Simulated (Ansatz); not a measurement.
# Cl₃H₂Sn (doublet): what the fields show

Input file:

```
crystal:
  periodic: [false, false, false]
  atoms:
    - { symbol: Sn, position_ang: [0.013005, -0.021922, -0.100928] }
    - { symbol: Cl, position_ang: [-0.017603, 0.030056, 2.298831] }
    - { symbol: H, position_ang: [1.662338, 0.083245, -0.563461] }
    - { symbol: Cl, position_ang: [-1.097172, 1.901413, -0.903965] }
    - { symbol: H, position_ang: [-0.902505, -1.397682, -0.564034] }
    - { symbol: Cl, position_ang: [0.028137, -0.048312, 5.532257] }
magnetization:
  spin_polarized: true
  initial_magnetization: 1
basis:
  gaussian: { orbitals: def2-SVP }
hamiltonian:
  xc: pbe
relax:
  f_tol: 0.03
  max_steps: 50
output:
  orbitals: {}
```

Launched as:

```sh
ansatz run input.yaml --threads 2 --pin off --max-ram 3072MiB --backend cpu --events-out ev --progress --plain --runs-dir out
```

The fields are those of the run's last geometry, not of the input's.

Core potentials replace the inner electrons of Sn.

Level of theory: UKS PBE/def2-SVP (Ansatz 0.2.0).

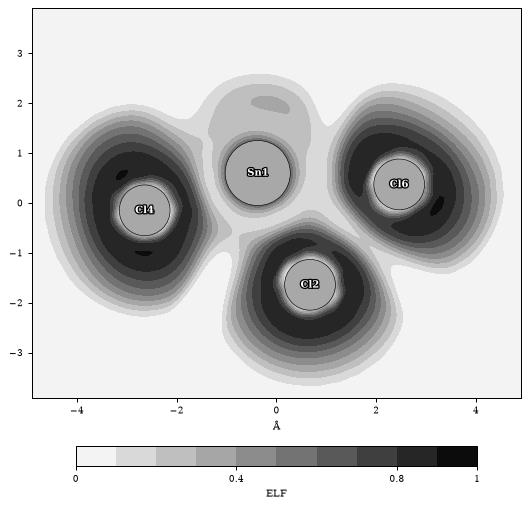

Figure 1. Electron localisation function on the plane of atoms Cl2, Sn1 and Cl6. Grey discs cover the atomic cores.

**Describe what can be read from this map.**

- The plane passes through Sn and Cl nuclei.
- Sn–Cl (2.39 Å): the ELF peaks at about 0.80 in the valence shell of Cl, 0.8 Å from its nucleus, and drops to about 0.15 between the two atoms.
- Sn–Cl (2.47 Å): the ELF peaks at about 0.85 in the valence shell of Cl, 0.8 Å from its nucleus, and drops to about 0.15 between the two atoms.
- The ELF also peaks beside Cl2, Cl4 and Cl6, away from the bonds: non-bonding electrons, paired or unpaired.

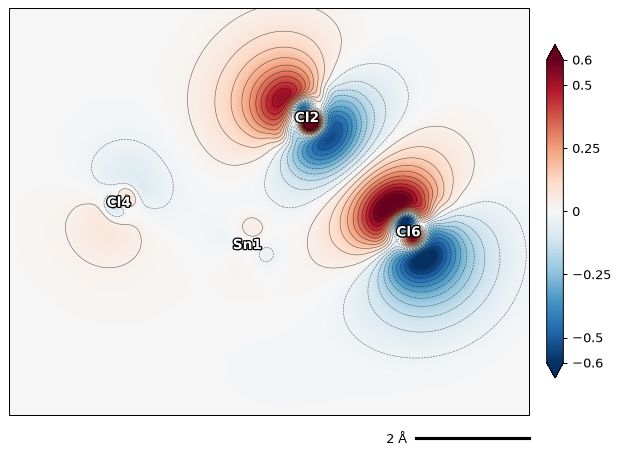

Figure 2. The LUMO (β) on the plane of atoms Cl2, Sn1 and Cl4 (values in Å⁻³ᐟ²; the overall sign is arbitrary).

**Describe this orbital and give its energy.**

By Hirshfeld shares it lies mainly on Cl6 (about 60 %) and Cl2 (about 40 %). Its energy is −6.14 eV.
